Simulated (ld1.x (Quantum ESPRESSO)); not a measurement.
Pseudopotential generation: B (part 2 of 2)

Continued. System: boron (B, Z = 5), core [He], reference valence 2s1.5 2p0 (an ion of charge +1.5), valence charge 3. Method: TM potential, PBE, scalar-relativistic, made with ld1.x (Quantum ESPRESSO) 7.5.

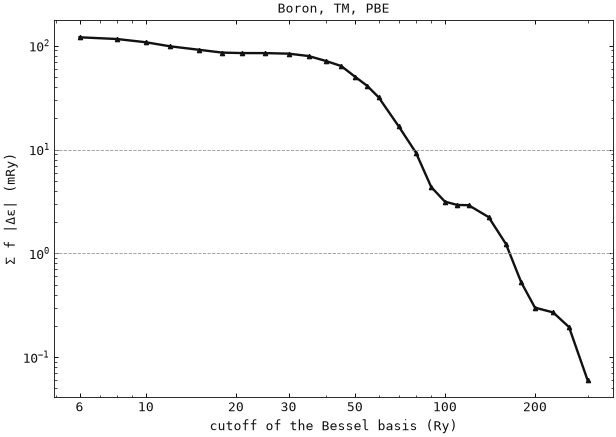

The pseudo-atom Hamiltonian at the reference potential is diagonalised in spherical Bessel functions (20 bohr box) up to the cutoff. Curve: occupation-weighted sum of the valence levels' distances from their values at 400 Ry.

- Cutoffs for 10 and 1 mRy in the occupation-weighted sum of levels: 80 Ry and 180 Ry, on the ladder of cutoffs that was run.
- Error at 12 Ry: about 99 mRy.

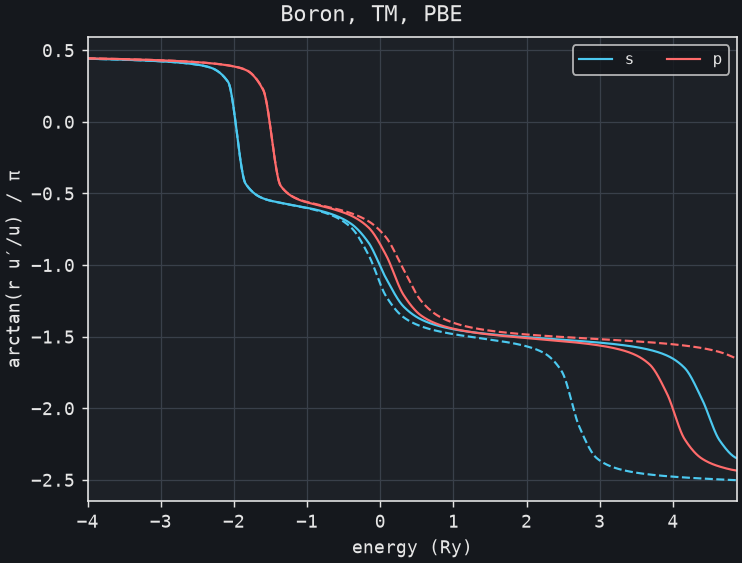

Unwrapped phase arctan(r u′/u) in units of π against energy, all-electron (solid) and pseudo (dashed); the pseudo phase is matched to the all-electron one at the reference energy. Here u = r R(r). A near-vertical step is a level narrower than the spacing of the points behind the curves.

- Range over which the phases agree within 0.05 rad: s: up to about -0.5 Ry; p: up to about -0.4 Ry.
- Ghost states: Going away from the reference energies, the phases part by more than π/2 in: s at about 2.7 Ry (above its reference energy, pseudo phase lower); p at about 4.0 Ry (above its reference energy, pseudo phase higher). Such a step is either a state that only one of the two atoms has or an ordinary level shifted in energy. The separate test gives: no ghost state below the valence levels in the s, p, d, f channels.

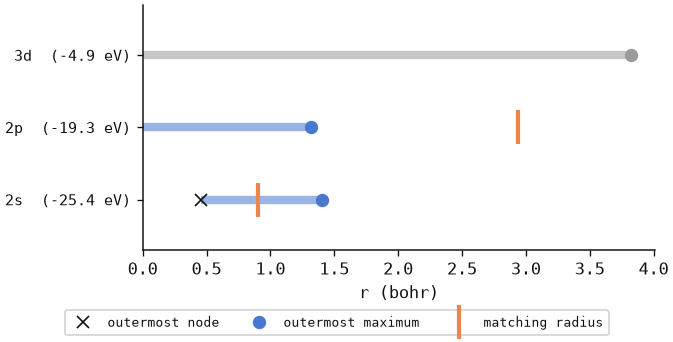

Outer shells of the all-electron reference atom: each bar runs from the outermost node (or the nucleus) to the outermost maximum of u(r); the tick is the radius chosen for the pseudo-wave. Shells without a tick have no pseudo-wave of their own. Levels, nodes and maxima are from ld1.x, scalar-relativistic.

- Radii against the shells: 2s: 0.90 bohr, between node and maximum; 2p: 2.94 bohr, outside the maximum.

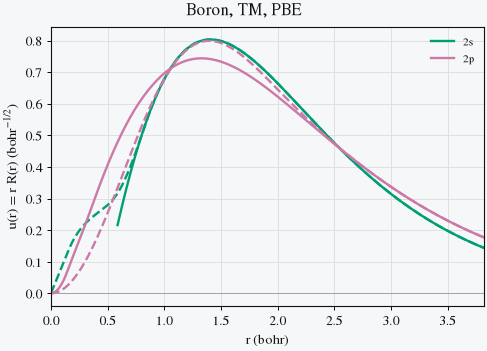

Partial waves u(r) = r R(r), all-electron (solid) and pseudo (dashed). The innermost oscillations of some all-electron curves aren't drawn. Reference configuration 2s1.5 2p0.

- Matching radii: 2s at 0.90 bohr; 2p at 2.94 bohr. The curves merge smoothly, so the plot gives these only roughly.
- Nodes of the pseudo-waves: 2s has no node; 2p has no node.

### Input file
```
 &input
   title='B', zed=5., rel=1, dft='PBE', iswitch=3,
   config='[He] 2s1.5 2p0',
   nld=2, rlderiv=3.25, eminld=-4.0, emaxld=5.0, deld=0.02
 /
 &inputp
   pseudotype=2, tm=.true., lloc=-1, rcloc=3.00,
   nlcc=.true., rcore=0.70,
   file_pseudopw='B.UPF', file_wfcaegen='ae.wfc', file_wfcncgen='nc.wfc', file_beta='beta', file_chi='chi'
 /
2
2S  1  0   1.50   0.00  0.90  0.90  0.0
2P  2  1   0.00   0.00  2.94  2.94  0.0
 &test
   configts(1)='2s1.5 2p0'
 /
```

### Input of the test run
```
 &input
   title='B', zed=5., rel=1, dft='PBE', iswitch=2,
   config='[He] 2s1.5 2p0'
 /
 &test
   file_pseudo='B.UPF', nconf=8,
   configts(1)='2s1.5 2p0',
   configts(2)='2s2 2p1',
   configts(3)='2s2 2p0',
   configts(4)='2s1 2p0',
   configts(5)='2s2 2p1.3',
   configts(6)='2s1 2p1',
   configts(7)='2s1 2p2',
   configts(8)='2s2 2p0.5'
 /
```

Run as:
```bash
ld1.x < B.in > B.out
```

### Summary

- outcome: generated
- cutoffs needed: 80 Ry and 180 Ry (the cutoffs, on a coarse ladder, from which the occupation-weighted sum of valence levels, in a spherical-Bessel basis at the reference potential, stays within 10 and 1 mRy of its value at 400 Ry); ghost states and empty shells don't enter this sum
- ghost test: no ghost state below the valence levels in the s, p, d, f channels (spherical-Bessel basis up to 400 Ry, 20 bohr box)
- largest excitation error: +265 meV (all-electron minus pseudo) for 2s1 2p2, out of 7 test configurations
- range over which the phases arctan(r u′/u) at the test radius agree within 0.05 rad (a looser test near the poles than one of phase shifts): s: up to about -0.5 Ry; p: up to about -0.4 Ry
- hardware: 1 CPU thread, shared host
- wall time: 0.64 s
